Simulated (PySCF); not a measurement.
**C₆H₆O₂Si: density, localisation and related maps**

```xyz
15

C     2.6379    0.0599   -0.5483
C     1.4550    0.1532   -0.7132
C     0.0362    0.3435   -0.9025
C    -0.3544    1.6755   -0.2323
O    -0.2499    2.7866   -0.6629
Si   -1.1465    0.7930    1.3025
C    -0.8630   -0.5841   -0.0519
C    -0.2960   -1.8383    0.4713
O    -0.9447   -2.7707    0.8726
H     3.6735   -0.0503   -0.4230
H    -0.1872    0.3195   -1.9729
H    -2.5276    1.0730    1.6681
H    -0.2430    0.6943    2.4415
H    -1.8054   -0.7980   -0.5596
H     0.8105   -1.8491    0.5188
```

Geometry: GFN2-xTB.

The calculation used PBE0/pcSseg-1, SCF density, gas phase, non-relativistic (PySCF 2.14.0).

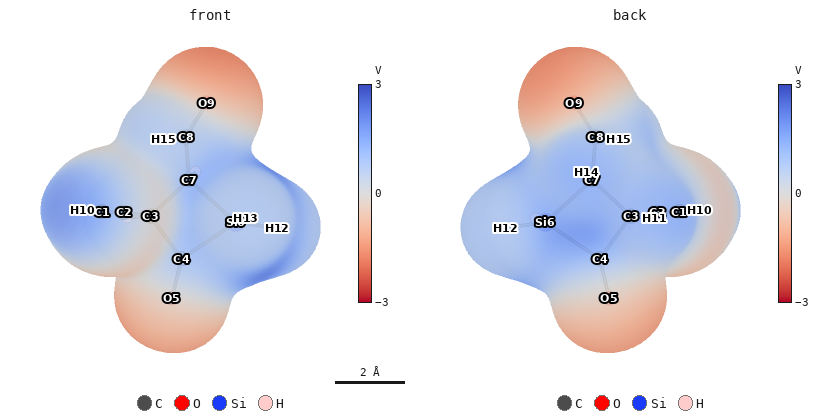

Figure 1. The molecular electrostatic potential painted on the density surface at 0.002 e/bohr³, seen from the front and from behind; the colour scale runs from red (negative) to blue (positive).

Which sites attract a positive test charge, and which a negative one?

Answer. A positive charge is drawn to the negative regions and a negative charge to the positive ones. The most negative region (about −1.7 V) lies over O9, the most positive (about +2.0 V) over Si6. O9 is the likeliest acceptor of a hydrogen bond.

How polar is the molecule by this calculation?

Answer. Its dipole moment is 0.87 D.

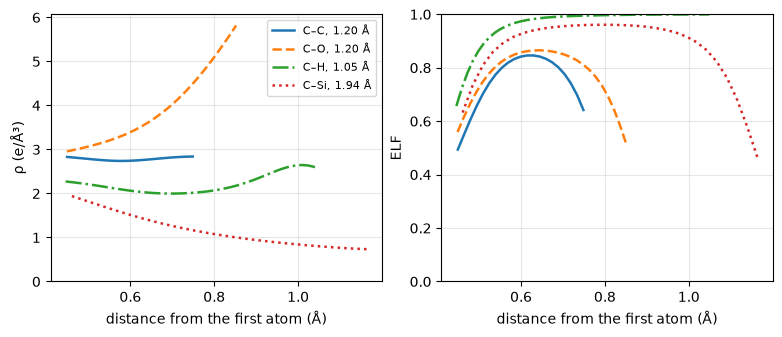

Figure 2. Electron density and electron localisation function along straight lines between neighbouring atoms. The curves leave out the atomic cores.

What can be read from the curves?

Answer. C–C (1.20 Å): the density is about 2.7 e/Å³ at the midpoint; the ELF peaks at about 0.85 between the atoms; a multiple bond.
C–O (1.20 Å): ρ is about 3.4 e/Å³ halfway; the ELF peaks at about 0.85 between the atoms; a multiple bond.
C–H (1.05 Å): ρ is about 2.2 e/Å³ halfway; the ELF climbs to about 1 towards the hydrogen, as it does in any bond to H (an ordinary covalent bond to hydrogen).
C–Si (1.94 Å): ρ at the midpoint is about 0.87 e/Å³; the ELF peaks at about 0.95 between the atoms (a shared electron pair).
